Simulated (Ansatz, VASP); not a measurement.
**CdSe (Cadmoselite): VASP beside Ansatz**

One calculation is typed for both programs; each brings its own data sets and cutoff. How far apart do they land? The cell comes out of the VASP series on this material, whose earlier steps may have relaxed, scaled or displaced it; both programs get it as it stands.

Program: Ansatz 0.2.0. Level of theory: plane waves, with VASP 6.6.1 beside it; band structure at r2SCAN with rVV10, single point at r2SCAN with rVV10 and band structure at r2SCAN with rVV10, spin-orbit coupling. Results are calculated unless marked as measured.

### 1. Starting point

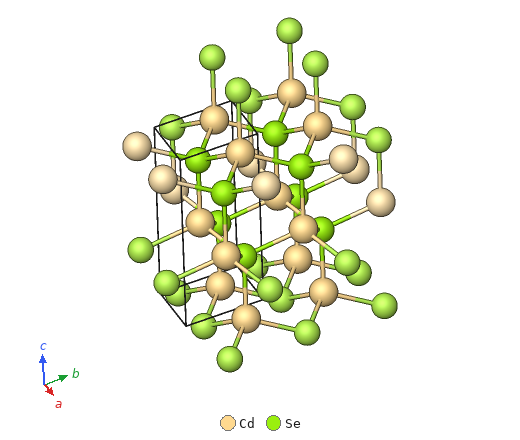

The cell as given, slightly off an axis (cadmium orange, selenium green). 2×2×1 cells are drawn. Some periodic images of atoms are drawn too.

### 2. Ansatz: band structure, r2SCAN with rVV10

Ansatz runs on its default PAW (the set named soft_2) files.

The same path points are solved in both programs, so levels can be compared one by one.

Input file input.yaml:

```yaml
crystal:
  lattice:
    - [4.3156289234, 0.0, 0.0]
    - [-2.1578144617, 3.737444281, 0.0]
    - [0.0, 0.0, 7.0446329691]
  atoms:
    - { symbol: Cd, position: [0.3333333333, 0.6666666667, 0.0046907969] }
    - { symbol: Cd, position: [0.6666666667, 0.3333333333, 0.5046907969] }
    - { symbol: Se, position: [0.3333333333, 0.6666666667, 0.3803092031] }
    - { symbol: Se, position: [0.6666666667, 0.3333333333, 0.8803092031] }
hamiltonian:
  xc: r2scan
  pseudopotentials: { kind: paw }
  dispersion: rvv10
kpoints:
  mp_grid: { grid: [6, 6, 3] }
  band_path:
    path:
      - [0.0, 0.0, 0.0]
      - [0.13333, 0.0, 0.0]
      - [0.3, 0.0, 0.0]
      - [0.46667, 0.0, 0.0]
      - [0.46667, 0.06667, 0.0]
      - [0.41111, 0.17778, 0.0]
      - [0.35556, 0.28889, 0.0]
      - [0.28889, 0.28889, 0.0]
      - [0.17778, 0.17778, 0.0]
      - [0.06667, 0.06667, 0.0]
      - [0.0, 0.0, 0.03333]
      - [0.0, 0.0, 0.2]
      - [0.0, 0.0, 0.36667]
      - [0.0, 0.0, 0.5]
      - [0.16667, 0.0, 0.5]
      - [0.3, 0.0, 0.5]
      - [0.46667, 0.0, 0.5]
      - [0.46667, 0.06667, 0.5]
      - [0.41111, 0.17778, 0.5]
      - [0.35556, 0.28889, 0.5]
      - [0.28889, 0.28889, 0.5]
      - [0.17778, 0.17778, 0.5]
      - [0.06667, 0.06667, 0.5]
      - [0.5, 0.0, 0.46667]
      - [0.5, 0.0, 0.3]
      - [0.5, 0.0, 0.13333]
      - [0.33333, 0.33333, 0.0]
      - [0.33333, 0.33333, 0.16667]
      - [0.33333, 0.33333, 0.33333]
      - [0.33333, 0.33333, 0.5]
    npoints: 1
scf:
  occupations: { method: gaussian, width: 0.05 }
  n_extra_bands: 8
output:
  forces: true
  stress: true
  eigenvalues: true
```

The run is started by

```
$ ansatz run input.yaml --threads 2 --pin off --max-ram 4608MiB --backend cpu --events-out ev --progress --plain --runs-dir out
```

Numbers of over 12 decimals in the logs are rounded to 6 here.

Log:

```text
scf.n_extra_bands = 8 over 36 filled bands (N_el = 72.0): the run solves 44 bands
Engine: ansatz 0.2.0, aarch64-unknown-linux-gnu
Pseudopotentials: kind: paw
Pseudopotential: Cd, paw, valence charge 20, recommended cutoff 500 eV (meta_gga), Cd.paw.azcp
Pseudopotential: Se, paw, valence charge 16, recommended cutoff 500 eV (meta_gga), Se.paw.azcp
Functional definition: r2SCAN+rVV10
  parameter k0 = 0.174
  parameter k1 = 0.065
  parameter a1 = 4.9479
  exchange = r2scan_x(k0 = k0, k1 = k1, a1 = a1)
  correlation = r2scan_c + rvv10(11.95, 0.0093)
Crystal: 4 atoms, lattice volume = 113.626 Å³
Basis set: ecut = 500 eV, 2875 PW (Γ), exchange–correlation on 144×144×240 points (64 copies of the dense FFT grid, shifted against one another)
Bands: 44, of which v1, the nominal top of the filled ones, is band 36 counted from 1 (35 counted from 0)
Symmetry: 12 space group operations
Space group: P63mc (ITA 186), of the structure as read, at distance tolerance 4.8e-5 Å
k-points: 14 of 108 (time reversal used)
Non-local potential: Cd, projectors of the file, l = 0: 3, l = 1: 2, l = 2: 2, l = 3: 1
Non-local potential: Se, projectors of the file, l = 0: 2, l = 1: 2, l = 2: 3, l = 3: 1
PAW form: soft (Blöchl's): semilocal exchange-correlation on the pseudo side does not see the compensation charge
rVV10 density: all electrons in the spheres
PAW frozen core: Cd, regenerated for the run's functional (the file was generated under x = pbe(κ = 0.804, μ = 0.219515), c = pbe(β = 0.066725))
PAW frozen core: Se, regenerated for the run's functional (the file was generated under x = pbe(κ = 0.804, μ = 0.219515), c = pbe(β = 0.066725))
PAW one-centre angular grid: Cd, 590 points (default); XC on 160 Gauss nodes
PAW one-centre angular grid: Se, 590 points (default); XC on 160 Gauss nodes
Initial density: superposition of atomic densities (neutral atoms: chi_scale 0, normalization atom), corrected by the library's trained network
Initial wavefunctions: pseudopotential atomic-orbital guess
Functional: x = r2scan, c = r2scan + rvv10(b = 11.95, C = 0.0093); τ floored in thin density (d = 2e-4 eV/Å³)
SCF iter   1: F=—  HF=-27489.227907 eV  |F-HF|=—  |Δ(HF+E_count)|=         —  Δρ=4.85e-3  dr2=1.37e-2  dr2_τ=3.04e-2  ethr=1.77e-3  ⟨swp⟩=6.4  Hψ=2267  notcnv=0  defer=12
preconditioner: auto → Resta (q_TF=auto, 2.529 Å⁻¹)  ε∞=3.7  [insulator: Δε(μ)=1.078 eV  Ē_g=12.738 eV  σ=0.050 eV  W_gap=1.00  n_scr=34 (ndim 8)  ℏωp=20.9 eV  f_vac=0.204  D(μ)=0.00/eV (n_scr^D=0)  ε∞_Penn≈3.7]
SCF iter   2: F=—  HF=-27489.249500 eV  |F-HF|=—  |Δ(HF+E_count)|=   2.16e-2  Δρ=2.81e-3  dr2=4.46e-3  dr2_τ=8.73e-4  ethr=1.90e-5  ⟨swp⟩=2.0  Hψ=1191  notcnv=0  defer=41
SCF iter   3: F=—  HF=-27489.252044 eV  |F-HF|=—  |Δ(HF+E_count)|=   2.54e-3  Δρ=8.28e-4  dr2=6.87e-4  dr2_τ=5.25e-5  ethr=6.19e-6  ⟨swp⟩=2.0  Hψ=940  notcnv=0  defer=41
SCF iter   4: F=—  HF=-27489.252311 eV  |F-HF|=—  |Δ(HF+E_count)|=   2.67e-4  Δρ=1.89e-4  dr2=4.41e-5  dr2_τ=2.66e-6  ethr=9.55e-7  ⟨swp⟩=2.0  Hψ=967  notcnv=0  defer=41
SCF iter   5: F=—  HF=-27489.252342 eV  |F-HF|=—  |Δ(HF+E_count)|=   3.04e-5  Δρ=6.38e-5  dr2=5.96e-6  dr2_τ=1.67e-7  ethr=6.13e-8  ⟨swp⟩=2.0  Hψ=827  notcnv=0  defer=41
SCF iter   6: F=—  HF=-27489.252342 eV  |F-HF|=—  |Δ(HF+E_count)|=   1.47e-9  Δρ=1.76e-5  dr2=3.49e-7  dr2_τ=1.33e-8  ethr=8.28e-9  ⟨swp⟩=2.0  Hψ=799  notcnv=0  defer=41
SCF iter   7: F=-27489.252342 eV  HF=-27489.252342 eV  |F-HF|=8.79e-9  |Δ(HF+E_count)|=   1.06e-7  Δρ=4.23e-6  dr2=1.92e-8  dr2_τ=1.27e-9  ethr=1.39e-10  ⟨swp⟩=8.9  Hψ=2811  notcnv=0
SCF 1 converged in 7 iterations: F = -27489.252342 eV  dr2 = 1.92e-8
  greatest PAW one-centre occupation: 1.001 electrons in one spin orbital (limit 2), on the Cd atom at site 1 (counted from 0), in its partial waves of l = 1
NSCF: frozen V_eff on 30 k-points
SCF converged after 7 iterations
Free energy (F): -27489.252342 eV
Harris-Foulkes:  -27489.252342 eV  (|F-HF|=8.79e-9)
Internal energy: -27489.252342 eV  (E = F + TS)
E sigma→0 (E₀):  -27489.252342 eV
Fermi energy:    7.568989 eV
--- Per-component energies (eV) ---
  E_band       = -1865.081524
  E_kinetic    = 1248.447114
  E_local      = -12825.329159  (includes V_loc(G=0)·N_el)
  E_nonlocal   = -1121.522226
  E_hartree    = 6099.384232
  E_xc         = -526.923187
  E_vxc        = -701.433147  (∫ρ·V_xc dr)
  E_paw        = -12062.572560  (= ΣΔE_a)
  E_vpaw       = -709.036520  (= ΣTr[D̂ρ^β])
  E_aug_tail   = -0.000414  (compensation charges beyond the density's cutoff)
  E_vtau       = 45.019020  (kinetic-family band-sum trace: ∫τ·v_τ [+ j·A + Jᵃ·Aᵃ] dr)
  E_ewald      = -8296.077060
  E_core_change = -4.659082  (= ΣΔE_core)
  E_smearing   = -0.000000  (= −TS)
  E_closure    = -0.000000  (closes the sum)
  Σ components = -27489.252342   (vs F -27489.252342, Δ=0.00e0)
--- Forces (eV/Å), atoms counted from 1 ---
  atom   1  Cd     0.00000000    -0.00000000     0.00056560
  atom   2  Cd     0.00000000     0.00000000     0.00056560
  atom   3  Se    -0.00000000    -0.00000000    -0.00057219
  atom   4  Se     0.00000000     0.00000000    -0.00057219
  max |Σ_I F_I| component: 1.32e-5 eV/Å
--- Stress (GPa, compression-positive) ---
        0.019577       0.000000       0.000000
       -0.000000       0.019577       0.000000
        0.000000      -0.000000      -0.002776
  P = ⅓ Tr σ = 0.0121 GPa (0.121 kbar)
--- Band table (eV; the first three rows and the last of 14) ---
  k-point 0: bands = [... 32 lower, 6.2666, 6.9743, 7.0249, 7.0249, 8.1115, 9.6620, 13.3972, 13.3972, ... 4 higher]
  k-point 1: bands = [... 32 lower, 6.4448, 6.4448, 6.8231, 6.8231, 9.4407, 9.8066, 13.0802, 13.5507, ... 4 higher]
  k-point 2: bands = [... 32 lower, 5.7015, 5.9465, 6.7697, 6.8343, 9.3663, 10.6010, 12.6590, 13.7296, ... 4 higher]
  k-point 13: bands = [... 32 lower, 4.2455, 4.9272, 5.7117, 5.7117, 11.4896, 11.4896, 12.2664, 13.7643, ... 4 higher]
```

Elapsed: 14 s, on 2 threads of Arm Neoverse V2, shared host; peak memory 0.69 GiB; 27 s of CPU time.

The column dr2 measures how far the density is from self-consistency, as an energy; F and HF (Harris–Foulkes) agree once it is small.

(Continued in part 2 of 3.)

[Lines on the potential files, build, host, timing and source positions are cut from VASP's logs without a mark.]

[Logs are printed without paths, hosts, clocks, repeated set-up lines and the standing remarks that a program may print on its own settings, such as how far it seeks lower states.]

[Hosts, paths, dates, database ids (printed as entryN), source tags and the programs' standing remarks are cut or masked in the printed files.]
